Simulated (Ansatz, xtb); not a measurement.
Redistribution: C5H7N + CHClF2 → C4H4FN + C2H4ClF

Species: C5H7N (2-methyl-1H-pyrrole) `Cc1ccc[nH]1`, singlet; CHClF2 (difluorochloromethane) `FC(F)Cl`, singlet; C4H4FN `Fc1ccc[nH]1`, singlet; C2H4ClF (1-chloro-1-fluoroethane) `CC(F)Cl`, singlet. The partners trade CH3 for F; both sit on C, so the bond types are kept.

Shapes, held fixed at every level: PBE0-D4/def2-TZVP. Programs: Ansatz 0.2.0, xtb 6.7.1. The zero-point and thermal change to 298 K, harmonic and unscaled (PBE0-D4/def2-TZVP), is -0.7 kJ/mol.

```
                level                    kind  ΔH(298 K) (kJ/mol)  less CCSD(T)/CBS estimate  CPU time (sum over the molecules)
             GFN2-xTB          semi-empirical               -16.3                      -45.7                             0.16 s
          HF/def2-SVP            Hartree–Fock               +27.3                       -2.1                                  –
    PBE-D4/def2-TZVPP                     GGA               +30.4                       +1.0                               23 s
  BHLYP-D4/def2-TZVPP           global hybrid               +28.0                       -1.4                               25 s
r2SCAN0-D4/def2-TZVPP           global hybrid               +30.1                       +0.7                               38 s
   wB97M-V/def2-TZVPP  range-separated hybrid               +27.4                       -2.0                               86 s
       MP2/def2-TZVPP     perturbation theory               +35.9                       +6.5                                  –
   CCSD(T)/def2-TZVPP   coupled cluster or CI               +30.8                       +1.4                             18 min
 CCSD(T)/CBS estimate   coupled cluster or CI               +29.4                        0.0                             22 min
```

The highest level, CCSD(T)/CBS estimate, gives ΔH(298 K) = +29.4 kJ/mol; the levels span -16.3 to +35.9. They disagree on the sign: 8 of 9 are positive. The column of differences is taken from that level and isn't an error. No measured value is set beside it here. The CBS estimate extrapolates MP2 from def2-TZVPP and def2-QZVPP and adds CCSD(T) − MP2 in the triple-zeta set, cores frozen. Times are processor times on shared x86 and Arm servers, and rough.

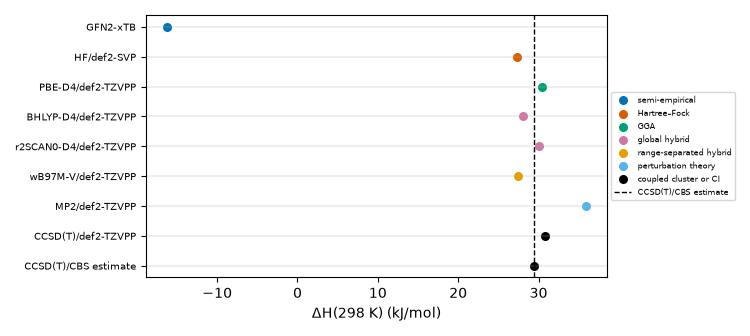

The values of the table, level by level.
